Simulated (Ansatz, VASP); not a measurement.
**ZnS (Sphalerite): VASP beside Ansatz**

Aim: how closely do two programs agree when they are given the same cell, functional and k mesh? Other levels of theory on this material are compared in a session of their own. Valence electrons are named where the data sets of a main pair hold unlike numbers.

Main program and level: Ansatz 0.2.0; plane waves, with VASP 6.6.1 beside it; band structure at LDA.

**1. Starting point**

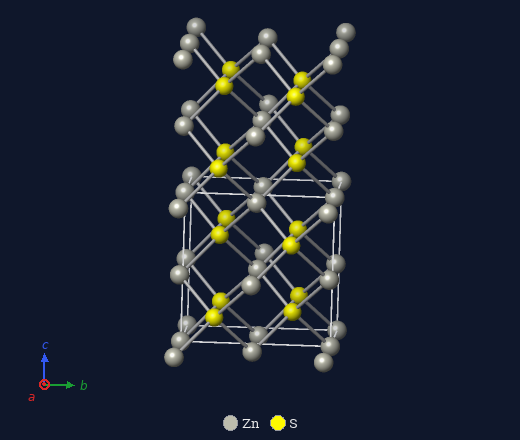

The cell as given, slightly off an axis (zinc light grey, sulfur yellow). 2×1×2 cells are drawn. This picture shows the conventional cell, with its axes. Bonds to atoms that aren't drawn are left out. Some periodic images of atoms are drawn too.

**2. Ansatz: band structure, LDA**

Ansatz runs on its default PAW (the set named soft_2) files.

The same path points are solved in both programs, so levels can be compared one by one.

input.yaml

```yaml
crystal:
  lattice:
    - [0.0, 2.70465, 2.70465]
    - [2.70465, 0.0, 2.70465]
    - [2.70465, 2.70465, 0.0]
  atoms:
    - { symbol: Zn, position: [0.0, 0.0, 0.0] }
    - { symbol: S, position: [0.25, 0.25, 0.25] }
hamiltonian:
  xc: lda
  pseudopotentials: { kind: paw }
kpoints:
  mp_grid: { grid: [5, 5, 5] }
  band_path:
    path:
      - [0.0, 0.0, 0.0]
      - [0.16667, 0.0, 0.16667]
      - [0.33333, 0.0, 0.33333]
      - [0.5, 0.0, 0.5]
      - [0.5, 0.08333, 0.58333]
      - [0.5, 0.18333, 0.68333]
      - [0.5, 0.25, 0.75]
      - [0.45, 0.3, 0.75]
      - [0.40833, 0.34167, 0.75]
      - [0.35, 0.35, 0.7]
      - [0.225, 0.225, 0.45]
      - [0.075, 0.075, 0.15]
      - [0.03333, 0.03333, 0.03333]
      - [0.23333, 0.23333, 0.23333]
      - [0.4, 0.4, 0.4]
      - [0.51667, 0.46667, 0.51667]
      - [0.55833, 0.38333, 0.55833]
      - [0.60833, 0.28333, 0.60833]
      - [0.60833, 0.25, 0.64167]
      - [0.55833, 0.25, 0.69167]
      - [0.51667, 0.25, 0.73333]
      - [0.5, 0.3, 0.7]
      - [0.5, 0.38333, 0.61667]
      - [0.5, 0.48333, 0.51667]
      - [0.475, 0.475, 0.55]
      - [0.425, 0.425, 0.65]
      - [0.38333, 0.38333, 0.73333]
      - [0.59167, 0.18333, 0.59167]
      - [0.55, 0.1, 0.55]
      - [0.5, 0.0, 0.5]
    npoints: 1
scf:
  occupations: { method: gaussian, width: 0.02 }
  n_extra_bands: 7
output:
  forces: true
  stress: true
  eigenvalues: true
```

On the command line:

```console
$ ansatz run input.yaml --threads 2 --pin off --max-ram 4608MiB --backend cpu --events-out ev --progress --plain --runs-dir out
```

Numbers of over 12 decimals in the logs are rounded to 6 here.

The log of the run:

```text
scf.n_extra_bands = 7 over 9 filled bands (N_el = 18.0): the run solves 16 bands
Engine: ansatz 0.2.0, aarch64-unknown-linux-gnu
Pseudopotentials: kind: paw
Pseudopotential: Zn, paw, valence charge 12, recommended cutoff 420 eV (normal), Zn.paw.azcp
Pseudopotential: S, paw, valence charge 6, recommended cutoff 420 eV (normal), S.paw.azcp
Functional definition: SPW92
  exchange = slater_x
  correlation = pw_c
Crystal: 2 atoms, lattice volume = 39.570 Å³
Basis set: ecut = 420 eV, 749 PW (Γ)
Bands: 16, of which v1, the nominal top of the filled ones, is band 9 counted from 1 (8 counted from 0)
Symmetry: 24 space group operations
Space group: F-43m (ITA 216), of the structure as read, at distance tolerance 3.4e-5 Å
k-points: 10 of 125 (time reversal used)
Non-local potential: Zn, projectors of the file, l = 0: 2, l = 1: 2, l = 2: 3, l = 3: 1
Non-local potential: S, projectors of the file, l = 0: 2, l = 1: 2, l = 2: 2
PAW form: soft (Blöchl's): semilocal exchange-correlation on the pseudo side does not see the compensation charge
PAW frozen core: Zn, regenerated for the run's functional, and the local potential with it (the file was generated under x = pbe(κ = 0.804, μ = 0.219515), c = pbe(β = 0.066725))
PAW frozen core: S, regenerated for the run's functional, and the local potential with it (the file was generated under x = pbe(κ = 0.804, μ = 0.219515), c = pbe(β = 0.066725))
PAW one-centre angular grid: Zn, 590 points (default); XC on 64 Gauss nodes
PAW one-centre angular grid: S, 110 points (default); XC on 64 Gauss nodes
Initial density: superposition of atomic densities (neutral atoms: chi_scale 0, normalization atom), corrected by the library's trained network
Initial wavefunctions: pseudopotential atomic-orbital guess
Functional: x = slater, c = lda
SCF iter   1: F=—  HF=-4117.393579 eV  |F-HF|=—  |Δ(HF+E_count)|=         —  Δρ=6.74e-3  dr2=1.69e-2  ethr=1.77e-3  ⟨swp⟩=5.5  Hψ=907  notcnv=0
preconditioner: auto → none  [insulator: Δε(μ)=1.771 eV  Ē_g=14.662 eV  σ=0.020 eV  W_gap=1.00  n_scr=14 (ndim 8)  ℏωp=25.0 eV  f_vac=0.029  D(μ)=0.00/eV (n_scr^D=0)  ε∞_Penn≈3.9]
SCF iter   2: F=—  HF=-4117.388300 eV  |F-HF|=—  |Δ(HF+E_count)|=   5.28e-3  Δρ=2.29e-3  dr2=9.84e-4  ethr=9.37e-5  ⟨swp⟩=3.0  Hψ=370  notcnv=0  defer=24
SCF iter   3: F=—  HF=-4117.388021 eV  |F-HF|=—  |Δ(HF+E_count)|=   2.79e-4  Δρ=1.06e-3  dr2=2.05e-4  ethr=5.47e-6  ⟨swp⟩=2.0  Hψ=226  notcnv=0  defer=24
SCF iter   4: F=—  HF=-4117.387994 eV  |F-HF|=—  |Δ(HF+E_count)|=   2.69e-5  Δρ=4.01e-4  dr2=4.23e-5  ethr=1.14e-6  ⟨swp⟩=2.6  Hψ=240  notcnv=0  defer=24
SCF iter   5: F=—  HF=-4117.387974 eV  |F-HF|=—  |Δ(HF+E_count)|=   2.01e-5  Δρ=3.31e-5  dr2=5.13e-7  ethr=2.35e-7  ⟨swp⟩=2.0  Hψ=216  notcnv=0  defer=24
SCF iter   6: F=-4117.387974 eV  HF=-4117.387974 eV  |F-HF|=2.47e-8  |Δ(HF+E_count)|=   1.83e-7  Δρ=1.09e-5  dr2=2.80e-8  ethr=5.56e-10  ⟨swp⟩=8.1  Hψ=843  notcnv=0
SCF 1 converged in 6 iterations: F = -4117.387974 eV  dr2 = 2.80e-8
  greatest PAW one-centre occupation: 0.984 electrons in one spin orbital (limit 2), on the Zn atom at site 0 (counted from 0), in its partial waves of l = 2
NSCF: frozen V_eff on 30 k-points
SCF converged after 6 iterations
Free energy (F): -4117.387974 eV
Harris-Foulkes:  -4117.387974 eV  (|F-HF|=2.47e-8)
Internal energy: -4117.387974 eV  (E = F + TS)
E sigma→0 (E₀):  -4117.387974 eV
Fermi energy:    6.397399 eV
--- Per-component energies (eV) ---
  E_band       = -2.187346
  E_kinetic    = 238.584211
  E_local      = -2047.896736  (includes V_loc(G=0)·N_el)
  E_nonlocal   = 646.415530
  E_hartree    = 852.937798
  E_xc         = -231.556181
  E_vxc        = -141.006706  (∫ρ·V_xc dr)
  E_paw        = -2325.431338  (= ΣΔE_a)
  E_vpaw       = -404.162891  (= ΣTr[D̂ρ^β])
  E_aug_tail   = -0.000357  (compensation charges beyond the density's cutoff)
  E_ewald      = -1252.151240
  E_core_change = 1.710339  (= ΣΔE_core)
  E_smearing   = -0.000000  (= −TS)
  E_closure    = -0.000000  (closes the sum)
  Σ components = -4117.387974   (vs F -4117.387974, Δ=0.00e0)
--- Forces (eV/Å), atoms counted from 1 ---
  atom   1  Zn     0.00000000    -0.00000000    -0.00000000
  atom   2  S     -0.00000000     0.00000000     0.00000000
  max |Σ_I F_I| component: 1.85e-17 eV/Å
--- Stress (GPa, compression-positive) ---
       -4.666660       0.000000      -0.000000
        0.000000      -4.666660       0.000000
       -0.000000       0.000000      -4.666660
  P = ⅓ Tr σ = -4.6667 GPa (-46.667 kbar)
--- Band table (eV; the first three rows and the last of 10) ---
  k-point 0: bands = [... 5 lower, -0.5253, 5.4772, 5.4772, 5.4772, 7.3174, 11.6933, 11.6933, 11.6933, ... 3 higher]
  k-point 1: bands = [... 5 lower, -0.5267, 3.2626, 5.1394, 5.1394, 8.6225, 11.8007, 12.2036, 12.2036, ... 3 higher]
  k-point 2: bands = [... 5 lower, -0.5036, 0.7757, 4.6760, 4.6760, 8.6063, 12.2850, 12.2850, 13.6932, ... 3 higher]
  k-point 9: bands = [... 5 lower, -0.2815, 0.9796, 2.6137, 3.4076, 10.7654, 10.9946, 12.4632, 15.1451, ... 3 higher]
```

Elapsed: 1.1 s, on 2 threads of Arm Neoverse V1, shared host; peak memory 0.27 GiB; 1.9 s of CPU time.

**3. VASP: band structure, LDA**

The same cell, functional (in two slightly different forms), mesh and smearing now go to VASP, with its own data sets.

Lines of VASP's logs that name or quote its potential files are left out, and so is its time.

INCAR

```
SYSTEM = ZnS
PREC = Accurate
ENCUT = 400
EDIFF = 1E-06
NELM = 100
ISMEAR = 0
SIGMA = 0.02
LREAL = .FALSE.
ALGO = Normal
GGA = CA
NBANDS = 21
LORBIT = 11
LWAVE = .FALSE.
LCHARG = .FALSE.
KPAR = 4
```

POSCAR

```
ZnS
1.0
    0.0000000000      2.7046500000      2.7046500000
    2.7046500000      0.0000000000      2.7046500000
    2.7046500000      2.7046500000      0.0000000000
Zn S
1 1
Direct
    0.0000000000      0.0000000000      0.0000000000
    0.2500000000      0.2500000000      0.2500000000
```

KPOINTS

```
Automatic mesh
0
Gamma
5 5 5
0 0 0
```

KPOINTS_OPT

```
Line mode
16
Line-mode
Reciprocal
  0.00000000   0.00000000   0.00000000 GAMMA
  0.50000000   0.00000000   0.50000000 X

  0.50000000   0.00000000   0.50000000 X
  0.50000000   0.25000000   0.75000000 W

  0.50000000   0.25000000   0.75000000 W
  0.37500000   0.37500000   0.75000000 K

  0.37500000   0.37500000   0.75000000 K
  0.00000000   0.00000000   0.00000000 GAMMA

  0.00000000   0.00000000   0.00000000 GAMMA
  0.50000000   0.50000000   0.50000000 L

  0.50000000   0.50000000   0.50000000 L
  0.62500000   0.25000000   0.62500000 U

  0.62500000   0.25000000   0.62500000 U
  0.50000000   0.25000000   0.75000000 W

  0.50000000   0.25000000   0.75000000 W
  0.50000000   0.50000000   0.50000000 L

  0.50000000   0.50000000   0.50000000 L
  0.37500000   0.37500000   0.75000000 K

  0.62500000   0.25000000   0.62500000 U
  0.50000000   0.00000000   0.50000000 X
```

The projector-augmented-wave data sets are Zn and S (PBE family, release 64).

On the command line:

```console
$ mpirun -np 4 vasp_std
```

The log of the run:

```text
[banner, memory and clock lines left out]
running    4 mpi-ranks, on    1 nodes
 distrk:  each k-point on    1 cores,    4 groups
 distr:  one band on    1 cores,    1 groups

 POSCAR found type information on POSCAR ZnS
 POSCAR found :  2 types and       2 ions
|                                                                             |
|               ----> ADVICE to this user running VASP <----                  |
|                                                                             |
|     You enforced a specific xc type in the INCAR file but a different       |
|     [... a line on the potential file left out ...]
|     I HOPE YOU KNOW WHAT YOU ARE DOING!                                     |
|                                                                             |

 LDA part: xc-table for (Slater(with rela. corr.)+CA(PZ))
 , standard interpolation
 POSCAR, INCAR and KPOINTS ok, starting setup
 FFT: planning ... GRIDC
 FFT: planning ... GRID_SOFT
 FFT: planning ... GRID
 WAVECAR not read
 entering main loop
       N       E                     dE             d eps       ncg     rms          rms(c)
DAV:   1     0.922227238688E+02    0.92223E+02   -0.67362E+03   428   0.833E+02
DAV:   2    -0.105673867499E+01   -0.93279E+02   -0.85201E+02   430   0.217E+02
DAV:   3    -0.853772284378E+01   -0.74810E+01   -0.74039E+01   505   0.583E+01
DAV:   4    -0.862577872280E+01   -0.88056E-01   -0.88004E-01   470   0.632E+00
DAV:   5    -0.862626583297E+01   -0.48711E-03   -0.48709E-03   493   0.481E-01    0.609E+00
DAV:   6    -0.822026350173E+01    0.40600E+00   -0.60578E-01   560   0.264E+01    0.485E+00
DAV:   7    -0.819456901065E+01    0.25694E-01   -0.13864E-01   485   0.360E+00    0.233E+00
DAV:   8    -0.818841642854E+01    0.61526E-02   -0.54766E-03   615   0.999E-01    0.518E-01
DAV:   9    -0.818795517015E+01    0.46126E-03   -0.10721E-03   495   0.196E-01    0.783E-02
DAV:  10    -0.818797283893E+01   -0.17669E-04   -0.88752E-05   485   0.656E-02    0.347E-02
DAV:  11    -0.818796981445E+01    0.30245E-05   -0.74328E-06   602   0.474E-02    0.650E-03
DAV:  12    -0.818796989658E+01   -0.82124E-07   -0.11785E-06   434   0.907E-03
   1 F= -.81879699E+01 E0= -.81879699E+01  d E =-.631055E-48
 Start KPOINTS_OPT (optional k-point list driver)
k-point batch [1-10\160]
       N       E                     dE             ncg
DAV:   1     0.433053669996E+03   -0.11023E+04      420
DAV:   2    -0.527043697424E+03   -0.96010E+03      435
DAV:   3    -0.607139742705E+03   -0.80096E+02      486
DAV:   4    -0.608007923660E+03   -0.86818E+00      498
DAV:   5    -0.608012631672E+03   -0.47080E-02      475
DAV:   6    -0.608012673153E+03   -0.41481E-04      498
DAV:   7    -0.608012673567E+03   -0.41393E-06      439
[...]
k-point batch [151-160\160]
       N       E                     dE             ncg
DAV:   1     0.328572107061E+03   -0.58506E+04      420
DAV:   2    -0.625563982673E+03   -0.95414E+03      449
DAV:   3    -0.700516626568E+03   -0.74953E+02      518
DAV:   4    -0.701368348362E+03   -0.85172E+00      475
DAV:   5    -0.701372993543E+03   -0.46452E-02      503
DAV:   6    -0.701373040834E+03   -0.47291E-04      485
DAV:   7    -0.701373041457E+03   -0.62355E-06      489
```

Parts of OUTCAR (step 3):

```text
ion  position               nearest neighbor table
   1  0.000  0.000  0.000-   2 2.34   2 2.34   2 2.34   2 2.34
   2  0.250  0.250  0.250-   1 2.34   1 2.34   1 2.34   1 2.34

  LATTYP: Found a face centered cubic cell.
 ALAT       =     5.4093000000

 Subroutine GETGRP returns: Found 24 space group operations
 (whereof 24 operations were pure point group operations)

The static configuration has the point symmetry T_d .

 Found     10 irreducible k-points:

   k-points           NKPTS =     10   k-points in BZ     NKDIM =     10   number of bands    NBANDS=     21

   dimension x,y,z NGX =    28 NGY =   28 NGZ =   28
   dimension x,y,z NGXF=    56 NGYF=   56 NGZF=   56

   ENCUT  =  400.0 eV  29.40 Ry    5.42 a.u.   6.24  6.24  6.24*2*pi/ulx,y,z

   NELECT =      18.0000    total number of electrons

 k-points in reciprocal lattice and weights: Automatic mesh
   0.00000000  0.00000000  0.00000000       0.008
   0.20000000  0.00000000  0.00000000       0.064
   0.40000000  0.00000000  0.00000000       0.064
   0.20000000  0.20000000  0.00000000       0.048
   0.40000000  0.20000000  0.00000000       0.192
  -0.40000000  0.20000000  0.00000000       0.192
  -0.20000000  0.20000000  0.00000000       0.096
   0.40000000  0.40000000  0.00000000       0.048
  -0.40000000  0.40000000  0.00000000       0.096
  -0.40000000  0.40000000  0.20000000       0.192

 average (electrostatic) potential at core
       1 -35.9588       2 -88.6929

 E-fermi :   2.0332

 k-point     1 :       0.0000    0.0000    0.0000
  band No.  band energies     occupation
    ...
      5      -4.1582      2.00000
      6      -4.1582      2.00000
      7       1.8305      2.00000
      8       1.8305      2.00000
      9       1.8305      2.00000
     10       3.6949      0.00000
     11       8.0910      0.00000
     12       8.0910      0.00000
     13       8.0910      0.00000
     14      13.3089      0.00000
    ...

 k-point     2 :       0.2000    0.0000    0.0000
  band No.  band energies     occupation
    ...
      5      -4.1596      2.00000
      6      -4.1596      2.00000
      7      -0.3833      2.00000
      8       1.4917      2.00000
      9       1.4917      2.00000
     10       4.9973      0.00000
     11       8.1924      0.00000
     12       8.6053      0.00000
     13       8.6053      0.00000
     14      12.6787      0.00000
    ...

 k-point     3 :       0.4000    0.0000    0.0000
  band No.  band energies     occupation
    ...
      5      -4.1366      2.00000
      6      -4.1366      2.00000
      7      -2.8731      2.00000
      8       1.0270      2.00000
      9       1.0270      2.00000
     10       4.9824      0.00000
     11       8.6852      0.00000
     12       8.6852      0.00000
     13      10.0669      0.00000
     14      13.3906      0.00000
    ...

  Total       -1.1297648     -1.1297648     -1.1297648      0.0000000     -0.0000000     -0.0000000
  in kB      -45.7441332    -45.7441332    -45.7441332      0.0000000     -0.0000000     -0.0000000
  external PRESSURE =     -45.7441332 kB  Pullay stress =       0.0000000 kB

  energy-cutoff  :      400.00
  volume of cell :       39.57
      direct lattice vectors                 reciprocal lattice vectors
     0.000000000  2.704650000  2.704650000    -0.184866803  0.184866803  0.184866803
     2.704650000  0.000000000  2.704650000     0.184866803 -0.184866803  0.184866803
     2.704650000  2.704650000  0.000000000     0.184866803  0.184866803 -0.184866803

 POSITION                                       TOTAL-FORCE (eV/Angst)
 -----------------------------------------------------------------------------------
      0.00000      0.00000      0.00000         0.000000      0.000000      0.000000
      1.35232      1.35232      1.35232        -0.000000     -0.000000     -0.000000
 -----------------------------------------------------------------------------------
    total drift:                                0.000001      0.000001      0.000001

  FREE ENERGIE OF THE ION-ELECTRON SYSTEM (eV)
  ---------------------------------------------------
  free  energy   TOTEN  =        -8.1879698966 eV

  energy  without entropy=       -8.1879698966  energy(sigma->0) =       -8.18796990

 total charge
# of ion       s       p       d       tot
------------------------------------------
    1        0.534   0.487   9.804  10.825
    2        1.305   2.394   0.000   3.698
--------------------------------------------------
tot          1.839   2.881   9.804  14.524

[... 3 further parts left out ...]
```

At this level the cell is under a tension of 4.6 GPa, so at these settings it is away from equilibrium.

**4. Comparison**

Known differences besides the potentials themselves: the two LDA forms differ slightly; the cutoff is 420 eV in Ansatz and 400 eV in VASP; Ansatz makes its cores anew for this functional, VASP keeps those of its PBE data sets; VASP's log shows a relativistic correction to its local exchange, Ansatz's none. Total energies have different zeros and are not compared.

Both answers:

```
                     quantity  Ansatz   VASP  difference
               pressure (GPa)   -4.67  -4.57       -0.09
gap over the path points (eV)   1.840  1.865      -0.024
```

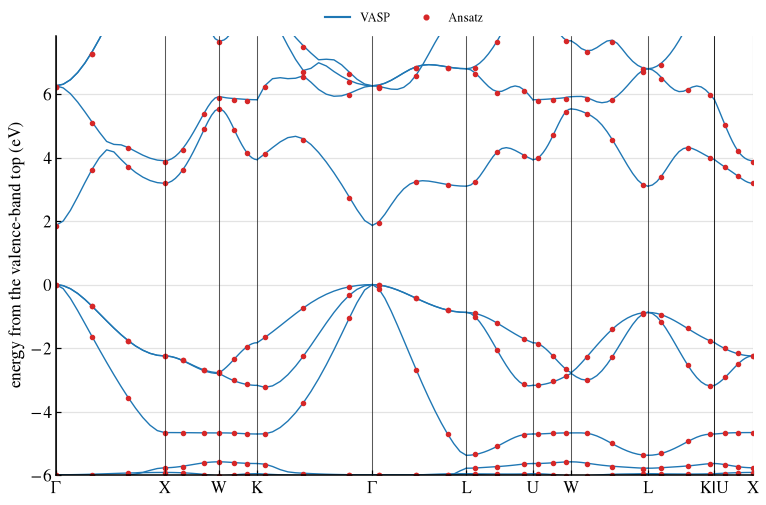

Bands from VASP (lines) and levels from Ansatz (dots). Dots without a line are higher empty bands that the VASP plot leaves out.

Levels at points of the path, from each program's valence-band top (eV; 4 filled, then empty):

```
k (reciprocal lattice)                                   Ansatz                                     VASP
     0.000 0.000 0.000      -6.00 0.00 0.00 0.00 1.84 6.22 6.22      -5.99 0.00 0.00 0.00 1.86 6.26 6.26
     0.167 0.000 0.167   -5.98 -1.64 -0.68 -0.68 3.61 5.09 7.28   -5.97 -1.64 -0.68 -0.68 3.64 5.12 7.33
     0.333 0.000 0.333   -5.95 -3.57 -1.76 -1.76 3.71 4.29 9.13   -5.93 -3.56 -1.77 -1.77 3.72 4.31 9.18
     0.500 0.000 0.500  -5.78 -4.66 -2.24 -2.24 3.19 3.88 10.66  -5.77 -4.66 -2.25 -2.25 3.19 3.90 10.70
     0.500 0.083 0.583  -5.73 -4.66 -2.39 -2.38 3.60 4.25 10.02  -5.72 -4.66 -2.40 -2.39 3.61 4.28 10.08
     0.500 0.183 0.683   -5.62 -4.67 -2.71 -2.68 4.88 5.37 8.45   -5.61 -4.67 -2.71 -2.69 4.90 5.41 8.49
     0.500 0.250 0.750   -5.59 -4.67 -2.79 -2.76 5.51 5.87 7.64   -5.58 -4.67 -2.80 -2.77 5.53 5.92 7.68
     0.450 0.300 0.750   -5.62 -4.68 -3.02 -2.34 4.87 5.82 8.05   -5.60 -4.68 -3.03 -2.35 4.88 5.86 8.09
     0.408 0.342 0.750   -5.64 -4.70 -3.13 -1.95 4.14 5.80 8.79   -5.63 -4.70 -3.14 -1.96 4.15 5.83 8.86
     0.350 0.350 0.700   -5.67 -4.70 -3.23 -1.66 4.10 6.23 8.80   -5.65 -4.70 -3.23 -1.67 4.12 6.27 8.86
```

Among the levels compared at these points, filled levels agree within 15 meV and empty ones within 66 meV. Ansatz's pressure holds a Pulay correction of 0.05 GPa; VASP's holds none.

**5. What came out**

```
largest difference of a filled level at the path points (band structure, LDA) : 15 meV
```

**Reading.** The largest difference of a filled level at the path points is 15 meV (band structure, LDA), within the 80 meV picked in this series as the mark of a large difference. 4 further runs of this series are not shown here. Such differences can come from data sets, numerical settings and the points named under the comparisons, not from the functional's error against experiment.

[Lines on the potential files, build, host, timing and source positions are cut from VASP's logs without a mark.]

[Logs are printed without paths, hosts, clocks, repeated set-up lines and the standing remarks that a program may print on its own settings, such as how far it seeks lower states.]

[Hosts, paths, dates, database ids (printed as entryN), source tags and the programs' standing remarks are cut or masked in the printed files.]
